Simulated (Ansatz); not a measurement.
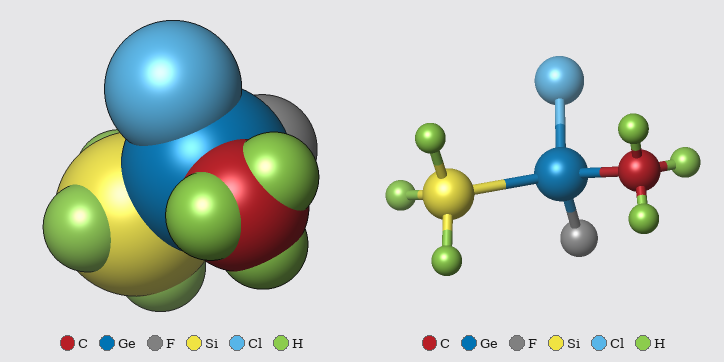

Both panels show the same species.

The computed structure is the end point of a PBE0-D4/def2-TZVP optimisation.

What does the picture show?

Formula CH₆ClFGeSi. As SMILES it reads `[CH3][Ge@@]([F])([SiH3])[Cl]`. Among its groups: Si–H bond. The point group is C1. Coordination: 1 C tetrahedral; 1 Ge tetrahedral; 1 Si tetrahedral.

More results for the same structure follow; atom numbers are the same in all pictures, views and colours differ.

**Shape**

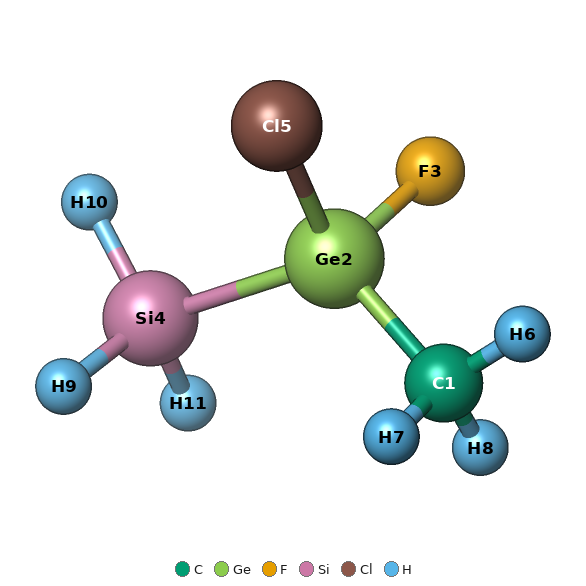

The atoms are numbered.

Give the bond lengths.

```json
{"bond": "C1–Ge2", "length (Å)": "1.935"}
{"bond": "C1–H6", "length (Å)": "1.090"}
{"bond": "C1–H7", "length (Å)": "1.090"}
{"bond": "C1–H8", "length (Å)": "1.091"}
{"bond": "Ge2–F3", "length (Å)": "1.745"}
{"bond": "Ge2–Si4", "length (Å)": "2.387"}
{"bond": "Ge2–Cl5", "length (Å)": "2.159"}
{"bond": "Si4–H9", "length (Å)": "1.485"}
{"bond": "Si4–H10", "length (Å)": "1.482"}
{"bond": "Si4–H11", "length (Å)": "1.485"}
```

**Levels of theory compared**

Program: Ansatz 0.2.0.

At this fixed geometry, give dipole (D), vertical IP (eV), HOMO–LUMO gap (eV) at these levels: B3LYP-D4/def2-TZVPP; PBE-D4/def2-TZVPP; r2SCAN-D4/def2-TZVPP; ωB97M-V/def2-TZVPP.

| level | dipole (D) | vertical IP (eV) | HOMO–LUMO gap (eV) |
| --- | --- | --- | --- |
| B3LYP-D4/def2-TZVPP | 3.06 | 10.08 | 7.39 |
| PBE-D4/def2-TZVPP | 2.91 | 9.71 | 5.73 |
| r2SCAN-D4/def2-TZVPP | 3.03 | 9.90 | 6.30 |
| ωB97M-V/def2-TZVPP | 3.08 | 10.29 | 11.73 |

**Vibrations**

Harmonic vibrations computed with RKS PBE0-D4/def2-TZVP (Ansatz 0.2.0) at a stationary point of the same level.

**How many vibrational modes are there, and where do they lie?**

27 modes: 84, 93, 109, 119, 160, 196, 201, 350, 419, 507, 511, 619, 686, 798, 804, 863, 932, 934, 1261, 1444, 1445, 2230, 2245, 2259, 3067, 3165, 3169 cm⁻¹.

**Thermal motion**

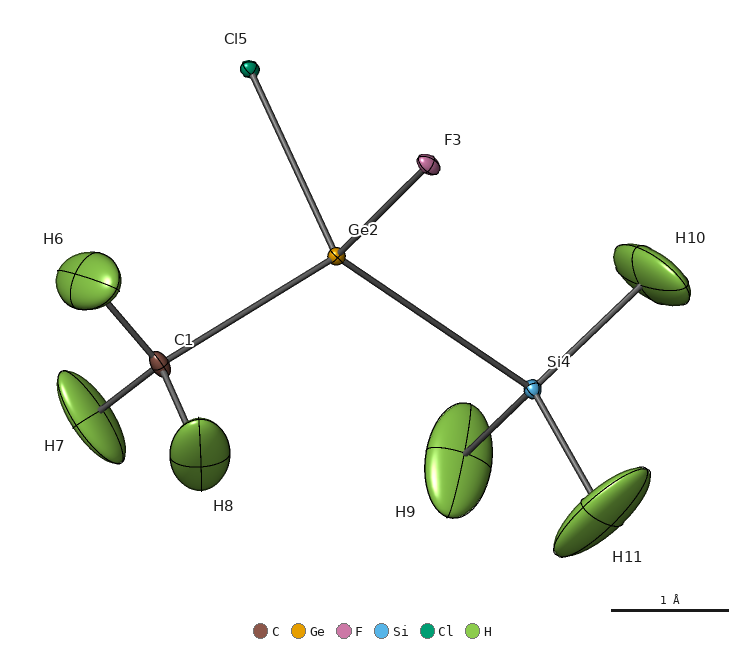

Displacement ellipsoids at the 50 % level, from the internal vibrations of the free molecule (harmonic, no overall translation or rotation; no half-axis is drawn under 0.075 Å). Vibrations computed with RKS PBE0-D4/def2-TZVP (Ansatz 0.2.0). Temperature: 100 K.

**Which atom has the largest mean-square displacement?**

H10, with U_eq = 0.0619 Å².

**Does H9 move more along its bond or across it?**

Across it: the root-mean-square amplitude is 0.095 Å along the bond and up to 0.373 Å across, since bending and torsion are softer than stretching.

List U_eq and the three principal root-mean-square amplitudes for each kind of atom.

| atom | U_eq (Å²) | rms amplitudes (Å) |
| --- | --- | --- |
| C1 | 0.0046 | 0.047, 0.066, 0.084 |
| Ge2 | 0.00069 | 0.021, 0.028, 0.030 |
| F3 | 0.0034 | 0.039, 0.059, 0.073 |
| Si4 | 0.0022 | 0.038, 0.041, 0.059 |
| Cl5 | 0.0018 | 0.032, 0.033, 0.057 |
| H6 | 0.0407 | 0.100, 0.168, 0.290 |
| H7 | 0.0425 | 0.089, 0.167, 0.303 |
| H8 | 0.0404 | 0.093, 0.166, 0.291 |
| H9 | 0.0615 | 0.094, 0.191, 0.373 |
| H10 | 0.0619 | 0.094, 0.194, 0.373 |
| H11 | 0.0599 | 0.100, 0.194, 0.364 |
